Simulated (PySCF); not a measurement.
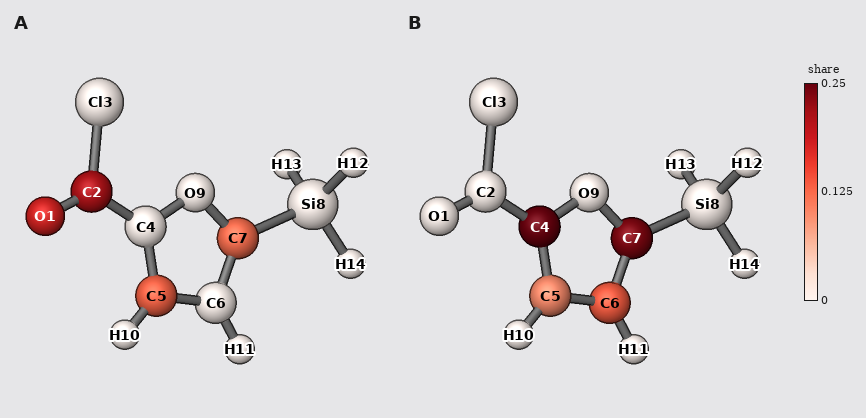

Each panel colours the atoms by their Löwdin share in one orbital (up to four of the largest shares; other atoms are shown as zero). Computed geometry: GFN2-xTB optimisation. No frequency run is at hand to confirm it as a minimum. Method: CAM-B3LYP/def2-SVPD (PySCF 2.14.0).

The panels show the HOMO, LUMO, in some order. Which is which?

Answer. A: LUMO, −1.30 eV; C2 0.21, O1 0.18, C5 0.13, C7 0.12
B: HOMO, −8.77 eV; C4 0.25, C7 0.24, C6 0.13, C5 0.10

The geometry is semi-empirical. Around Si such bond lengths and angles can be off by a tenth of an ångström or more and by several degrees, and values that hang on the shape move with them.
